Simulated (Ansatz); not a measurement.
Consider SrVO3 (Pm-3m).

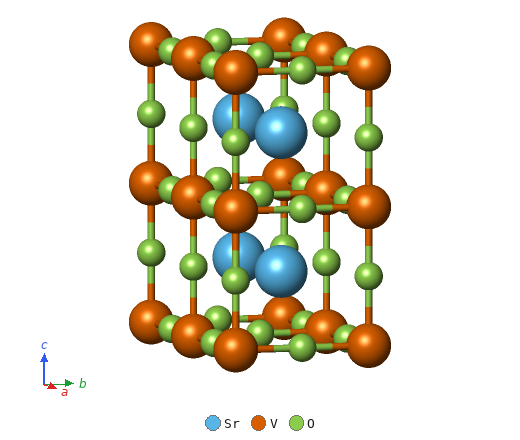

The structure (strontium blue, vanadium orange, oxygen green). 2×1×2 cells are drawn. Some periodic images of atoms are drawn too.

The structure is cubic, space group Pm-3m (No. 221). The conventional cell has a = 3.841 Å, b = 3.841 Å, c = 3.841 Å, α = 90.00°, β = 90.00°, γ = 90.00°. Nearest to Sr lie 12 O at 2.72 Å. Nearest to V lie 6 O at 1.92 Å. Nearest to O lie 2 V at 1.92 Å and 4 Sr at 2.72 Å. Farther neighbours and most contacts between anions are not listed.

```xyz
5
Lattice="-3.8409 0.0000 0.0000 0.0000 0.0000 -3.8409 0.0000 -3.8409 0.0000" Properties=species:S:1:pos:R:3 pbc="T T T"
Sr   -1.9204   -1.9204   -1.9204
V     0.0000    0.0000    0.0000
O    -1.9204    0.0000    0.0000
O     0.0000    0.0000   -1.9204
O     0.0000   -1.9204    0.0000
```

The cell and positions come from the Crystallography Open Database and are kept as given unless a step says otherwise. The program's search for lower electronic states was switched off, so nothing shows that the state found is the lowest. PAW set soft_2, made with PBE.

A constrained-RPA run (Ansatz 0.2.0; non-magnetic PBEsol; V t2g + anion p, bands v10 to c2, 6×6×6 mesh, medium accuracy) builds 12 functions on bands 8.8 eV wide, with 19.0 electrons in the window. The bare on-site interaction is 19.7 eV and the bare J 0.75 eV.

Estimate U, U′ and J.

On the V t2g shell, U = 6.11 eV (31 % of the bare value), U′ = 4.92 eV, J = 0.60 eV.

The parent state is non-magnetic and the interaction static (zero frequency); U depends on the window and the orbitals, so it belongs to this model alone. A window that holds the anion p bands defines a model with explicit ligands; its U belongs to that model and is not the U of DFT+U.

[Paths, hosts, dates, memory and timing lines, banners, echoed tables and standing remarks are left out of the program output.]

[Logs are printed without paths, hosts, clocks, repeated set-up lines and the standing remarks that a program may print on its own settings, such as how far it seeks lower states.]

[Runs of the session that timed out or met a known fault of the program may be left out.]

[Hosts, paths, dates, database ids (printed as entryN), source tags and the programs' standing remarks are cut or masked in the printed files.]
